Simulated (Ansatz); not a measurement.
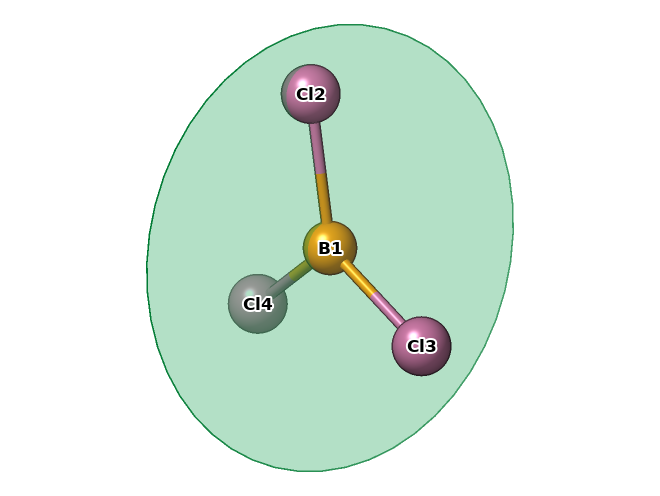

A disc through the centre of mass is drawn in. Depth is shown by fading: the farther an atom, the more it takes the colour of the background. The geometry was computed by an optimisation with PBE0-D4/def2-TZVP.

> Is the plane of the disc a mirror plane of the structure?

Yes. The reflection leaves B1, Cl2 in place and moves Cl3 ↔ Cl4. The point group is D3h.
